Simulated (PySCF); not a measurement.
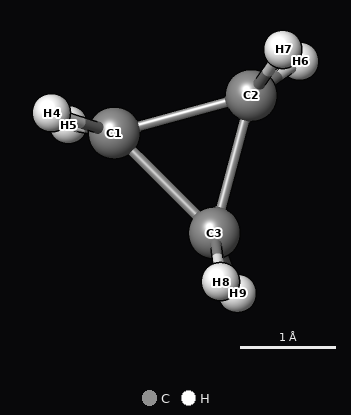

The structure (ball-and-stick view, seen at a tilt; atoms are numbered from 1 in the order of the input).

# C₃H₆: NMR shielding calculation

C₃H₆ (Cyclopropane), computed with GIAO B3LYP/pcSseg-2 NMR shielding, non-relativistic, gas phase (PySCF 2.14.0).

The geometry comes from this level: PBE0-D3(BJ)/def2-SVP. Figures and captions count atoms from 1; the log counts them from 0 in places.

Output
```
coarse grid: 6984 points
cycle   1  E = -117.9057577788  dE =  2.312e-01  |g| = 3.540e-01  |ddm| = 1.827e+00
cycle   2  E = -117.8834295191  dE =  2.233e-02  |g| = 4.676e-01  |ddm| = 5.668e-01
cycle   3  E = -117.9406650514  dE = -5.724e-02  |g| = 2.418e-02  |ddm| = 3.046e-01
cycle   4  E = -117.9407673625  dE = -1.023e-04  |g| = 4.001e-03  |ddm| = 1.353e-02
cycle   5  E = -117.9407705906  dE = -3.228e-06  |g| = 1.147e-04  |ddm| = 3.176e-03
final grid: 65856 points
cycle   6  E = -117.9463595406  dE = -5.780e-05  |g| = 4.981e-03  |ddm| = 2.916e-02
cycle   7  E = -117.9463554060  dE =  4.135e-06  |g| = 6.386e-03  |ddm| = 6.898e-03
cycle   8  E = -117.9463656624  dE = -1.026e-05  |g| = 1.920e-04  |ddm| = 4.041e-03
cycle   9  E = -117.9463656699  dE = -7.541e-09  |g| = 5.306e-05  |ddm| = 1.565e-04
cycle  10  E = -117.9463656704  dE = -5.166e-10  |g| = 6.285e-06  |ddm| = 3.871e-05
```

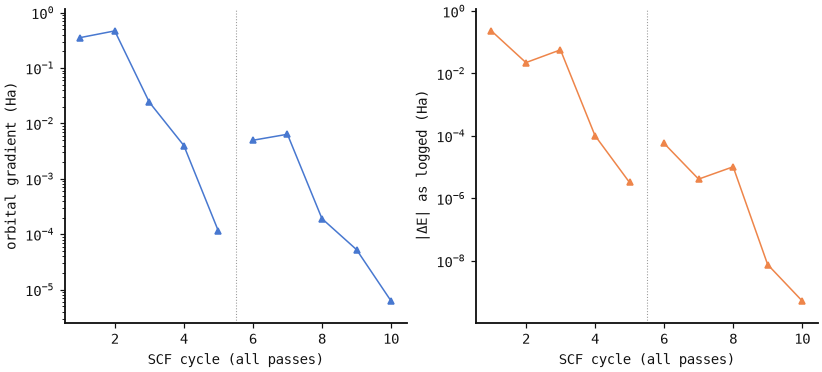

Convergence of the self-consistent field: orbital gradient and size of the energy change against the SCF cycle. The dotted line marks the change from a coarse to the final integration grid. The first 5 cycles use a coarse grid, the final grid takes over at cycle 6, and the field converges after 10 cycles in all.

```
converged SCF energy = -117.9463656704

GIAO shielding tensors (ppm)
atom      isotropic    diamagn.    paramagn.     s11        s22        s33       span
  0 C      181.098     245.324     -64.226    152.349    170.922    220.023     67.674
  1 C      181.099     245.323     -64.224    152.358    170.918    220.021     67.663
  2 C      181.092     245.324     -64.231    152.343    170.922    220.013     67.670
  3 H       31.107      30.281       0.827     25.609     27.137     40.576     14.967
  4 H       31.107      30.281       0.826     25.609     27.137     40.576     14.967
  5 H       31.107      30.281       0.826     25.608     27.137     40.577     14.969
  6 H       31.107      30.281       0.826     25.610     27.137     40.576     14.967
  7 H       31.107      30.281       0.826     25.609     27.137     40.575     14.966
  8 H       31.107      30.281       0.826     25.609     27.137     40.575     14.966
```

The run was set up as follows.

Input
```
{"job": {"kind": "nmr", "xc": "B3LYP", "basis": "pcSseg-2", "pop": false}, "charge": 0, "multiplicity": 1}
C      0.847089     0.167295     0.061239
C     -0.270517    -0.799838    -0.190648
C     -0.576523     0.632504     0.129427
H      1.406729     0.077480     0.996280
H      1.454950     0.486907    -0.789608
H     -0.433417    -1.145810    -1.215039
H     -0.481506    -1.555561     0.570861
H     -0.997584     0.863920     1.111650
H     -0.949353     1.273471    -0.674159
```

The first line tells a small driver script what to run in PySCF; the rest is the geometry in Å.

Run as:
```bash
OMP_NUM_THREADS=1 python <driver script> task.json out
```

Summary

```json
{"quantity": "outcome", "value": "converged"}
{"quantity": "total energy", "value": "−117.946366 hartree"}
{"quantity": "HOMO", "value": "−8.17 eV"}
{"quantity": "LUMO", "value": "0.58 eV"}
{"quantity": "dipole moment", "value": "0.00 D"}
{"quantity": "isotropic shielding, C", "value": "181.1 ppm"}
{"quantity": "isotropic shielding, H", "value": "31.1 ppm"}
{"quantity": "hardware", "value": "1 CPU thread, shared host"}
{"quantity": "wall time", "value": "16 s"}
{"quantity": "peak memory", "value": "0.79 GiB"}
```
